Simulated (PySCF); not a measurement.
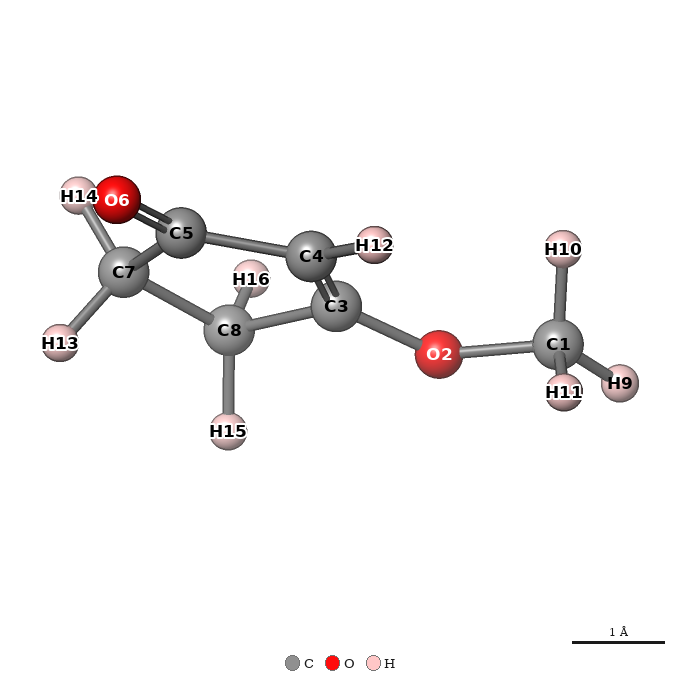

Orthographic view. Depth is shown by fading: the farther an atom, the more it takes the colour of the background. Geometry: a frame of a GFN2-xTB molecular-dynamics simulation, not a minimum.

Write a MOL file (V2000) with the atoms in numerical order, bonds sorted by atom number with the orders drawn, and coordinates in the frame of the picture: x right, y up, z towards the viewer, origin at the mean position.

```
C6H8O2
                    3D

 16 16  0  0  0  0  0  0  0  0999 V2000
    2.6500   -0.4700   -0.2200 C   0  0  0  0  0  0  0  0  0  0  0  0
    1.3600   -0.5800   -0.6700 O   0  0  0  0  0  0  0  0  0  0  0  0
    0.2400   -0.0600   -0.1500 C   0  0  0  0  0  0  0  0  0  0  0  0
   -0.0400    0.4800    1.0900 C   0  0  0  0  0  0  0  0  0  0  0  0
   -1.4600    0.7400    1.1100 C   0  0  0  0  0  0  0  0  0  0  0  0
   -2.1600    1.1000    2.0700 O   0  0  0  0  0  0  0  0  0  0  0  0
   -2.0800    0.3100   -0.2100 C   0  0  0  0  0  0  0  0  0  0  0  0
   -0.9300   -0.3200   -1.0100 C   0  0  0  0  0  0  0  0  0  0  0  0
    3.3300   -0.9000   -0.9600 H   0  0  0  0  0  0  0  0  0  0  0  0
    2.7100    0.5700    0.0800 H   0  0  0  0  0  0  0  0  0  0  0  0
    2.7200   -1.0000    0.7700 H   0  0  0  0  0  0  0  0  0  0  0  0
    0.6500    0.6100    1.8400 H   0  0  0  0  0  0  0  0  0  0  0  0
   -2.7800   -0.4600    0.1400 H   0  0  0  0  0  0  0  0  0  0  0  0
   -2.5700    1.1500   -0.7000 H   0  0  0  0  0  0  0  0  0  0  0  0
   -0.9400   -1.4200   -1.2700 H   0  0  0  0  0  0  0  0  0  0  0  0
   -0.6900    0.2400   -1.9200 H   0  0  0  0  0  0  0  0  0  0  0  0
  1  2  1  0
  1  9  1  0
  1 10  1  0
  1 11  1  0
  2  3  1  0
  3  4  2  0
  3  8  1  0
  4  5  1  0
  4 12  1  0
  5  6  2  0
  5  7  1  0
  7  8  1  0
  7 13  1  0
  7 14  1  0
  8 15  1  0
  8 16  1  0
M  END
```
